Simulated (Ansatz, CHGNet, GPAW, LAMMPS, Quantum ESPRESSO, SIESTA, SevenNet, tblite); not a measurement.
# Glassy 40SiO2-28Al2O3-16Li2O-16SrO (mol %) (85 atoms) in Quantum ESPRESSO

Aim: run glassy 40SiO2-28Al2O3-16Li2O-16SrO (mol %) (85 atoms) in Quantum ESPRESSO and see how near its forces come to a plane-wave reference, and at what cost.

Main program and level: Quantum ESPRESSO 7.5; the method is named at each step.

**1. The structure**

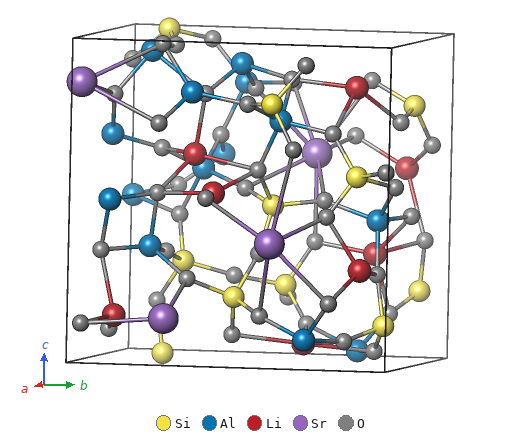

The starting structure, seen slightly off an axis (silicon yellow, aluminium blue, lithium red, strontium purple, oxygen grey). Some periodic images of atoms are drawn too.

The cell holds 85 atoms: 10 Si, 14 Al, 8 Li, 4 Sr and 49 O. Cell: a = 9.957 Å, b = 9.957 Å, c = 9.957 Å, α = 90.0°, β = 90.0°, γ = 90.0°. 85 atoms (10 Si, 14 Al, 8 Li, 4 Sr, 49 O) placed at random at 3.11 g/cm³, melted at 4000 K for 10 ps at fixed volume with the Morse and Coulomb pair potential with partial charges (Pedone, Malavasi, Menziani, Cormack and Segre, J. Phys. Chem. B 110, 11780 (2006)). Quenched from 4000 K to 300 K at 6 K/ps and fixed volume, held 5 ps, then minimised at fixed cell.

The yardstick, on the same geometry:

| Quantity | Value |
| --- | --- |
| method | Kohn-Sham DFT, PBE, PAW, plane waves (Ansatz 0.2.0); cutoff 420 eV, Γ point, fermi-dirac smearing of 0.05 eV; PAW set soft_2 |
| r.m.s. force component | 0.7504 eV/Å |
| longest force | 2.869 eV/Å |
| pressure | 7.415 GPa |
| gap (highest filled to lowest empty level) | 3.642 eV |
| SCF cycles | 9 |
| time | 14 s on 4 threads of Arm Neoverse V1, shared host |
| CPU time | 50 s |

**2. PBE, sssp-1.3.0-efficiency, 60/480 Ry**

Method: Kohn-Sham DFT, PBE, SSSP efficiency 1.3.0 pseudopotentials, plane waves.

pw.in

```
&control
  calculation = 'scf'
  pseudo_dir = './pseudo'
  outdir = './tmp'
  disk_io = 'none'
  tprnfor = .true.
  tstress = .true.
/
&system
  ibrav = 0
  nat = 85
  ntyp = 5
  ecutwfc = 60
  ecutrho = 480
  nosym = .true.
  occupations = 'smearing'
  smearing = 'fd'
  degauss = 0.003675
/
&electrons
  conv_thr = 4.3e-07
  electron_maxstep = 100
  mixing_beta = 0.4
  mixing_mode = 'plain'
  diagonalization = 'david'
/
ATOMIC_SPECIES
Si 28.085 Si.upf
Al 26.982 Al.upf
Li 6.940 Li.upf
Sr 87.620 Sr.upf
O 15.999 O.upf
CELL_PARAMETERS angstrom
9.95650 0.00000 0.00000
0.00000 9.95650 0.00000
0.00000 0.00000 9.95650
ATOMIC_POSITIONS crystal
Si 0.04427 0.91730 0.20631
Si 0.96917 0.62312 0.81270
Si 0.34992 0.23476 0.29272
Si 0.29552 0.16497 0.00364
Si 0.56872 0.90855 0.12087
Si 0.66829 0.45665 0.20129
Si 0.73821 0.84892 0.58560
Si 0.24255 0.53581 0.22241
Si 0.26593 0.93305 0.78749
Si 0.52846 0.54697 0.48004
Al 0.03206 0.29280 0.61008
Al 0.83611 0.71196 0.08335
Al 0.48357 0.86815 0.44071
Al 0.33600 0.28947 0.57943
Al 0.53369 0.04097 0.68685
Al 0.67990 0.59535 0.74878
Al 0.18079 0.04035 0.48349
Al 0.80636 0.34070 0.83553
Al 0.85811 0.09901 0.50050
Al 0.19834 0.39134 0.84099
Al 0.50368 0.43647 0.91349
Al 0.28364 0.77334 0.02830
Al 0.61886 0.17638 0.95118
Al 0.66905 0.19115 0.35147
Li 0.80616 0.10864 0.14132
Li 0.79375 0.40970 0.52544
Li 0.54915 0.80626 0.85204
Li 0.76000 0.86788 0.29826
Li 0.51678 0.64851 0.05720
Li 0.25063 0.81587 0.32655
Li 0.59483 0.31163 0.63476
Li 0.02278 0.86596 0.58229
Sr 0.25174 0.62788 0.63123
Sr 0.98644 0.29970 0.14430
Sr 0.96611 0.62341 0.38248
Sr 0.91025 0.01407 0.86247
O 0.17174 0.97271 0.66308
O 0.99477 0.04238 0.12271
O 0.02097 0.15020 0.50986
O 0.60432 0.94445 0.55048
O 0.68881 0.80865 0.07528
O 0.73953 0.32293 0.25722
O 0.56488 0.60494 0.87240
O 0.85104 0.96196 0.60704
O 0.78776 0.06066 0.34064
O 0.48008 0.69891 0.49801
O 0.83192 0.51992 0.80459
O 0.19285 0.31327 0.67660
O 0.35579 0.45110 0.83169
O 0.77152 0.76260 0.46141
O 0.41800 0.92107 0.74223
O 0.63163 0.34790 0.82366
O 0.30971 0.38752 0.25072
O 0.64389 0.51968 0.59373
O 0.78107 0.56028 0.15060
O 0.92393 0.26103 0.74265
[... 25 atom lines left out ...]
O 0.41561 0.43671 0.52585
O 0.18704 0.28000 0.97116
O 0.09212 0.51489 0.17843
O 0.70666 0.76521 0.71492
K_POINTS gamma
```

Launch:

```
$ OMP_NUM_THREADS=1 mpirun -np 2 pw.x -in pw.in > output.txt
```

Output:

```text
Program PWSCF
     gamma-point specific algorithms are used
     Parallelization info
     sticks:   dense  smooth     PW     G-vecs:    dense   smooth      PW
     Min        6760    3384    843               591631   209173   26149
     Max        6765    3385    850               591632   209176   26150
     Sum       13525    6769   1693              1183263   418349   52299
     bravais-lattice index     =            0
     lattice parameter (alat)  =      18.8151  a.u.
     unit-cell volume          =    6660.6513 (a.u.)^3
     number of atoms/cell      =           85
     number of atomic types    =            5
     number of electrons       =       440.00
     number of Kohn-Sham states=          264
     kinetic-energy cutoff     =      60.0000  Ry
     charge density cutoff     =     480.0000  Ry
     scf convergence threshold =      4.3E-07
     mixing beta               =       0.4000
     number of iterations used =            8  plain     mixing
     Exchange-correlation= SLA  PW   PBX  PBC
                           (   1   4   3   4   0   0   0)
     crystal axes: (cart. coord. in units of alat)
               a(1) = (   1.000000   0.000000   0.000000 )
               a(2) = (   0.000000   1.000000   0.000000 )
               a(3) = (   0.000000   0.000000   1.000000 )
     reciprocal axes: (cart. coord. in units 2 pi/alat)
               b(1) = (  1.000000  0.000000  0.000000 )
               b(2) = (  0.000000  1.000000  0.000000 )
               b(3) = (  0.000000  0.000000  1.000000 )
     PseudoPot. # 1 for Si:
     Pseudo is Ultrasoft + core correction, Zval =  4.0
     PseudoPot. # 2 for Al:
     Pseudo is Projector augmented-wave + core cor, Zval =  3.0
     PseudoPot. # 3 for Li:
     Pseudo is Ultrasoft, Zval =  3.0
     PseudoPot. # 4 for Sr:
     Pseudo is Ultrasoft + core correction, Zval = 10.0
     PseudoPot. # 5 for O :
     Pseudo is Projector augmented-wave + core cor, Zval =  6.0
     atomic species   valence    mass     pseudopotential
     Si                4.00    28.08500     Si( 1.00)
     Al                3.00    26.98200     Al( 1.00)
     Li                3.00     6.94000     Li( 1.00)
     Sr               10.00    87.62000     Sr( 1.00)
     O                 6.00    15.99900     O ( 1.00)
     No symmetry found
   Cartesian axes
     number of k points=     1  Fermi-Dirac smearing, width (Ry)=  0.0037
                       cart. coord. in units 2pi/alat
        k(    1) = (   0.0000000   0.0000000   0.0000000), wk =   2.0000000
     Dense  grid:   591632 G-vectors     FFT dimensions: ( 135, 135, 135)
     Smooth grid:   209175 G-vectors     FFT dimensions: (  96,  96,  96)
     Initial potential from superposition of free atoms
     starting charge     436.2217, renormalised to     440.0000
     negative rho (up, down):  2.570E-01 0.000E+00
     Starting wfcs are  384 randomized atomic wfcs
     Self-consistent Calculation
     iteration #  1     ecut=    60.00 Ry     beta= 0.40
     negative rho (up, down):  2.568E-01 0.000E+00
     total energy              =   -3110.56031129 Ry
     estimated scf accuracy    <      19.12884195 Ry
     iteration #  2     ecut=    60.00 Ry     beta= 0.40
     negative rho (up, down):  2.592E-01 0.000E+00
     total energy              =   -3114.97599827 Ry
     estimated scf accuracy    <       0.89249434 Ry
     iteration #  3     ecut=    60.00 Ry     beta= 0.40
     negative rho (up, down):  2.627E-01 0.000E+00
     total energy              =   -3115.03876300 Ry
     estimated scf accuracy    <       0.33642742 Ry
     iteration #  4     ecut=    60.00 Ry     beta= 0.40
     negative rho (up, down):  2.646E-01 0.000E+00
     total energy              =   -3115.08105177 Ry
     estimated scf accuracy    <       0.05330675 Ry
     iteration #  5     ecut=    60.00 Ry     beta= 0.40
     negative rho (up, down):  2.647E-01 0.000E+00
     total energy              =   -3115.07991685 Ry
     estimated scf accuracy    <       0.01094260 Ry
     iteration #  6     ecut=    60.00 Ry     beta= 0.40
[...]
total energy              =   -3115.08186822 Ry
     estimated scf accuracy    <       0.00075221 Ry
[...]
total energy              =   -3115.08215169 Ry
[...]
total energy              =   -3115.08216373 Ry
[...]
total energy              =   -3115.08219135 Ry
[...]
iteration # 10     ecut=    60.00 Ry     beta= 0.40
[...]
total energy              =   -3115.08219388 Ry
     estimated scf accuracy    <       0.00000236 Ry
     iteration # 11     ecut=    60.00 Ry     beta= 0.40
[...]
total energy              =   -3115.08219500 Ry
     estimated scf accuracy    <       0.00000061 Ry
     iteration # 12     ecut=    60.00 Ry     beta= 0.40
     negative rho (up, down):  2.643E-01 0.000E+00
     End of self-consistent calculation
          k = 0.0000 0.0000 0.0000 ( 26150 PWs)   bands (ev):
   -39.1978 -38.9262 -38.7127 -38.5420 -38.2362 -38.0480 -38.0235 -37.8766
   -29.0985 -28.6488 -28.3296 -27.4823 -14.8411 -14.7363 -14.5617 -14.4675
   -14.4053 -14.0926 -14.0366 -13.9367 -13.9151 -13.7209 -13.6560 -13.4353
   -13.3709 -13.2829 -13.2526 -13.1527 -13.1454 -13.1035 -13.0692 -12.9925
   -12.9605 -12.8947 -12.8321 -12.8183 -12.7699 -12.7329 -12.6791 -12.6356
   -12.5842 -12.5732 -12.4823 -12.4471 -12.3866 -12.3113 -12.2254 -12.1371
[...]
12.1359  12.2014  12.2550  12.3768  12.3920  12.5241  12.5541  12.6163
    12.6802  12.7272  12.8192  12.8919  12.9170  12.9491  13.0094  13.0358
    13.0777  13.2281  13.2523  13.3278  13.3784  13.4303  13.4827  13.5454
     the Fermi energy is     7.3275 ev
!    total energy              =   -3115.08219510 Ry
     estimated scf accuracy    <       0.00000004 Ry
     smearing contrib. (-TS)   =      -0.00000000 Ry
     internal energy E=F+TS    =   -3115.08219510 Ry
     The total energy is F=E-TS. E is the sum of the following terms:
     one-electron contribution =    -759.15397917 Ry
     hartree contribution      =     625.07726896 Ry
     xc contribution           =    -574.29100374 Ry
     ewald contribution        =   -1455.63133461 Ry
     one-center paw contrib.   =    -951.08314655 Ry
     convergence has been achieved in  12 iterations
     negative rho (up, down):  2.643E-01 0.000E+00
     Forces acting on atoms (cartesian axes, Ry/au):
     atom    1 type  1   force =     0.02962554   -0.01121489   -0.01704541
     atom    2 type  1   force =    -0.03540385   -0.01741240   -0.01915599
     atom    3 type  1   force =     0.00608008    0.04595864   -0.03860596
     atom    4 type  1   force =     0.04926432    0.02189974   -0.00272850
     atom    5 type  1   force =    -0.01347389   -0.00975603    0.01321129
     atom    6 type  1   force =    -0.03106156    0.00752569    0.02012188
[...]
atom   83 type  5   force =    -0.06690638   -0.00052550    0.03419178
     atom   84 type  5   force =    -0.10334643   -0.03885956   -0.02343881
     atom   85 type  5   force =    -0.01569023   -0.00305498    0.08887081
     Total force =     0.482231     Total SCF correction =     0.000428
     Computing stress (Cartesian axis) and pressure
     negative rho (up, down):  2.643E-01 0.000E+00
          total   stress  (Ry/bohr**3)                   (kbar)     P=       77.94
   0.00064500   0.00002079   0.00004524           94.88        3.06        6.66
   0.00002079   0.00049229   0.00003038            3.06       72.42        4.47
   0.00004524   0.00003038   0.00045225            6.66        4.47       66.53
     Message from routine punch:
     Nothing written, as per user request (disk_io='none')
```

It took 5.9 min on 2 MPI ranks of Arm Neoverse V1, shared host; peak memory 2.9 GiB; 12 min of CPU time.

Banners, paths, timers and routine set-up lines are dropped from the logs unmarked, and long logs keep their key lines alone; longer cuts are marked.

Numbers from this run, and their distance from the reference:

```
r.m.s. force component                           : 0.7764 eV/Å
r.m.s. difference of force components            : 35.05 meV/Å
longest difference of force vectors              : 167.2 meV/Å
force difference over r.m.s. force               : 4.67 %
slope of forces against the reference's          : 1.034
correlation of force components                  : 0.9995
gap (highest filled to lowest empty level) : 3.648 eV
gap difference                                   : 0.0062 eV
pressure                                         : 7.794 GPa
pressure difference                              : 0.3795 GPa
```

Length of the force difference by element (eV/Å):

| element | atoms | mean | most |
| --- | --- | --- | --- |
| Al | 14 | 0.050 | 0.072 |
| Li | 8 | 0.0026 | 0.0039 |
| O | 49 | 0.063 | 0.17 |
| Si | 10 | 0.034 | 0.062 |
| Sr | 4 | 0.0038 | 0.0057 |

Levels nearest the highest filled one (eV from it): -1.05, -1.01, -0.93, -0.90, -0.81, -0.79, -0.75, -0.67, -0.45, -0.36, -0.11, 0.00, 3.65, 4.79, 5.09, 5.33, 5.37, 5.45, 5.57, 5.79, 5.81, 5.89, 6.01, 6.03.

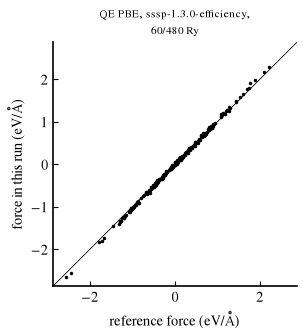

Force components against those of the reference; the line marks equality.

The surroundings of Sr33, one of the 4 Sr atoms, nearest first, numbered as they follow in the input and with coordinates relative to it.

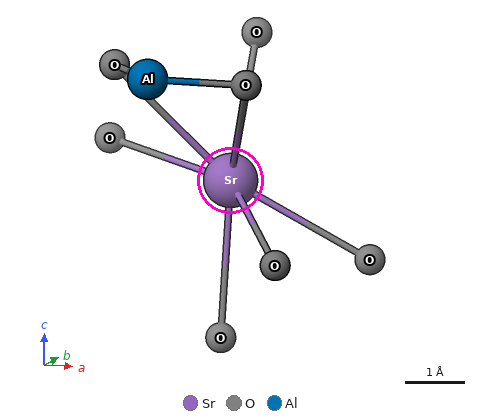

The atoms of the table, within 3.2 Å (arrows a, b, c point along x, y, z); some may hide others; the central atom is ringed.

| atom | x | y | z | distance (Å) | bonds | Fx | Fy | Fz (eV/Å) |
| --- | --- | --- | --- | --- | --- | --- | --- | --- |
| Sr33 | 0.00 | 0.00 | 0.00 | 0.00 | 7 | 0.21 | -0.24 | -0.04 |
| O60 | -2.52 | 0.70 | 0.45 | 2.66 | 4 | 0.84 | 1.28 | -1.80 |
| O82 | 1.63 | -1.90 | -1.05 | 2.72 | 4 | -0.60 | 0.36 | 0.14 |
| O74 | -0.17 | -0.04 | -2.72 | 2.72 | 4 | -0.23 | 1.14 | 1.77 |
| O46 | 2.27 | 0.71 | -1.33 | 2.73 | 3 | -0.96 | 0.54 | 0.33 |
| O77 | -0.21 | 1.63 | 2.28 | 2.81 | 3 | -0.49 | -1.07 | -0.33 |
| O49 | 1.04 | -1.76 | 2.00 | 2.86 | 3 | -0.26 | 0.91 | -0.90 |
| O81 | -1.67 | -1.10 | 2.06 | 2.88 | 3 | 0.87 | -0.45 | 0.50 |
| Al20 | -0.53 | -2.36 | 2.09 | 3.19 | 4 | 0.27 | -0.49 | -0.02 |

Forces lie 4.7 % from the reference's, at 14 times its CPU time (on 2 against 4 cores).

**3. PBE+D3(BJ), sssp-1.3.0-efficiency, 60/480 Ry**

Method: Kohn-Sham DFT, PBE+D3(BJ), SSSP efficiency 1.3.0 pseudopotentials, plane waves.

Edit pw.in of step 2 so:

```diff
@@ -18,2 +18,5 @@
   degauss = 0.003675
+  vdw_corr = 'dft-d3'
+  dftd3_version = 4
+  dftd3_threebody = .false.
 /
```

Output:

```text
[banner, memory and clock lines left out]
Program PWSCF
     gamma-point specific algorithms are used
     bravais-lattice index     =            0
     lattice parameter (alat)  =      18.8151  a.u.
     unit-cell volume          =    6660.6513 (a.u.)^3
[... lines left out ...]
     total energy              =   -3111.70642053 Ry
[... lines left out ...]
     total energy              =   -3116.12210751 Ry
[... lines left out ...]
     total energy              =   -3116.18487224 Ry
[... lines left out ...]
     total energy              =   -3116.22830312 Ry
[... lines left out ...]
     total energy              =   -3116.22830424 Ry
[... lines left out ...]
     the Fermi energy is     7.3275 ev
!    total energy              =   -3116.22830435 Ry
[... lines left out ...]
     The total energy is F=E-TS. E is the sum of the following terms:
     one-electron contribution =    -759.15397917 Ry
     hartree contribution      =     625.07726896 Ry
     xc contribution           =    -574.29100374 Ry
     ewald contribution        =   -1455.63133461 Ry
     DFT-D3 Dispersion         =      -1.14610924 Ry
     one-center paw contrib.   =    -951.08314655 Ry
     convergence has been achieved in  12 iterations
     negative rho (up, down):  2.643E-01 0.000E+00
     Forces acting on atoms (cartesian axes, Ry/au):
     atom    1 type  1   force =     0.02992688   -0.01104196   -0.01673533
     atom    2 type  1   force =    -0.03598846   -0.01751137   -0.01895032
     atom    3 type  1   force =     0.00703390    0.04568802   -0.03861684
[...]
atom   84 type  5   force =    -0.10331036   -0.03860462   -0.02379636
     atom   85 type  5   force =    -0.01578246   -0.00315549    0.08883873
     Total force =     0.482351     Total SCF correction =     0.000428
     Computing stress (Cartesian axis) and pressure
     negative rho (up, down):  2.643E-01 0.000E+00
          total   stress  (Ry/bohr**3)                   (kbar)     P=       51.72
   0.00046730   0.00002070   0.00004475           68.74        3.05        6.58
   0.00002070   0.00031397   0.00003042            3.05       46.19        4.47
   0.00004475   0.00003042   0.00027348            6.58        4.47       40.23
     Message from routine punch:
     Nothing written, as per user request (disk_io='none')
```

It took 5.9 min on 2 MPI ranks; peak memory 2.9 GiB; 12 min of CPU time.

Against the reference:

```yaml
r_m_s_force_component: 0.7766 eV/Å
r_m_s_difference_of_force_components: 35.26 meV/Å
longest_difference_of_force_vectors: 160.8 meV/Å
force_difference_over_r_m_s_force: 4.699 %
slope_of_forces_against_the_reference_s: 1.034
correlation_of_force_components: 0.9995
spacing_of_highest_filled_and_lowest_empty_level: 3.648 eV
gap_difference: 0.0062 eV
pressure: 5.172 GPa
pressure_difference: -2.243 GPa
```

Against the first run (4.7 %), the force difference from the reference is 4.7 %, at 1.0 times the CPU time; the model has changed, so this is no error of the program alone.

**4. Side by side**

Differences are against the plane-wave reference, forces as r.m.s. over components; share is that over the reference's r.m.s. force, slope the least-squares factor from reference forces to these. Total energies of different programs have different zeros and aren't compared.

| run | Δ force, r.m.s. (meV/Å) | share (%) | slope | Δ pressure (GPa) | Δ gap (eV) | cores | CPU time | memory (GiB) |
| --- | --- | --- | --- | --- | --- | --- | --- | --- |
| reference | - | - | - | - | - | 4 | 50 s | 1.2 |
| QE PBE, sssp-1.3.0-efficiency, 60/480 Ry | 35.0 | 4.67 | 1.034 | 0.380 | 0.0062 | 2 | 12 min | 2.9 |
| QE PBE+D3(BJ), sssp-1.3.0-efficiency, 60/480 Ry | 35.3 | 4.70 | 1.034 | -2.24 | 0.0062 | 2 | 12 min | 2.9 |

CPU time is summed over cores on a shared host, where runs went side by side, so it is rough. Symmetry, cutoffs, thresholds, outputs and thread counts weren't matched or tuned between programs; memory under MPI is the largest rank's times the ranks.

**5. What came out**

| Quantity | Value |
| --- | --- |
| nearest in forces | a tie at 4.7 % of 2 runs: QE PBE, sssp-1.3.0-efficiency, 60/480 Ry; QE PBE+D3(BJ), sssp-1.3.0-efficiency, 60/480 Ry |

**Reading.** PBE on plane waves or a grid with other potentials, cutoffs or grids differs from the reference by 4.7 % (QE PBE, sssp-1.3.0-efficiency, 60/480 Ry) of the r.m.s. force; this holds the reference's own error, so differences of a few per cent don't tell which side is nearer the exact PBE result (QE's 60 Ry are 816 eV, against the reference's 420 eV). Rows with another functional or a dispersion term differ by 4.7 % (QE PBE+D3(BJ), sssp-1.3.0-efficiency, 60/480 Ry), which mixes the change of model with differences of basis and potentials. None of the electronic-structure runs in the table takes under half the reference's CPU time of 50 s; they take 14 to 14 times as much. PBE gaps agree with the reference's 3.64 eV within 0.007 eV. The quench rate of 6 K/ps is many orders above laboratory rates, so the cell is likely richer in defects and strain than a real sample. The network of bonds at the start is that of the classical potential that made the cell, and needn't be the one that DFT or experiment would give. The reference's pressure of 7.4 GPa belongs to a cell and atoms that aren't relaxed at this level. The electronic-structure runs sample only Γ, in a cell whose shortest periodic width is 10 Å.

[Also dropped from logs without a mark: logging warnings of Python, and SIESTA's first energy breakdown and zero terms.]

[Logs are printed without paths, hosts, clocks, repeated set-up lines and the standing remarks that a program may print on its own settings, such as how far it seeks lower states.]

[Hosts, paths, dates, database ids (printed as entryN), source tags and the programs' standing remarks are cut or masked in the printed files.]
